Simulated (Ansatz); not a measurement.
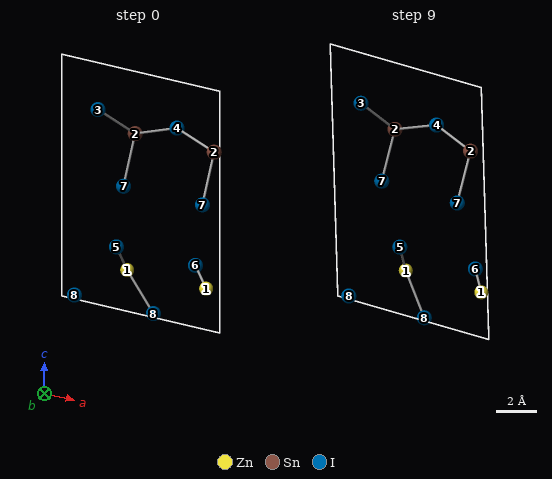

The structure of solid ZnSnI$_{6}$ (built on the MoWO6-8 type type) before (left) and after (right) a relaxation, at one scale.

Style: ball-and-stick. Shown: the conventional cell (2 times the calculation's cell), along the b axis. Lengths and directions refer to the drawn axes.

Level of theory: DFT, r2SCAN+rVV10, plane waves, PAW in Ansatz. Set-up: plane-wave cutoff 500 eV; k-point mesh 4 × 4 × 2; occupations fermi dirac; smearing width 0.03 eV; no spin polarisation; cell and atoms relaxed; force threshold 0.01 eV/Å; at most 120 steps.

Question: Summarise the run.

Answer: The run was cut off at its time limit before the relaxation converged, so the last structure is only a point on the way. After 8 accepted moves (9 points after the start) the energy has fallen by 52.8 meV per cell of the calculation. Largest force component: 0.18 eV/Å at the start, 0.085 eV/Å at the end. The pressure goes from 0.22 to −0.01 GPa. The line search rejected the trial step at point 3 of the run. The largest moves relative to the cell, 0.59 Å, are those of I5 and I6. I5 goes roughly along +a. By element the largest moves are I 0.59 Å, Sn 0.37 Å, Zn 0.34 Å. The drawn cell changes as follows: a 8.181 → 7.927 Å (−3.1 %), b 8.148 → 8.272 Å (+1.5 %), c 12.189 → 12.710 Å (+4.3 %), β 103.2° → 107.8°; the volume changes by +0.3 %. Among the contacts that change: Sn2–I8 3.249 → 3.386 Å, Sn2–I3 2.998 → 2.963 Å, Sn2–I7 2.719 → 2.696 Å, Sn2–I3 (another image) 2.970 → 2.980 Å. Bond angles that change, for instance: Zn1–I8–Sn2 132.5° → 139.7°, I5–Zn1–I6 117.8° → 121.6°, I3–Sn2–I4 86.6° → 83.7°. The space group stays Cm (No. 8). Cost: 7.6 min on 4 threads of Arm Neoverse V1 (shared host), peak memory 2 GiB.
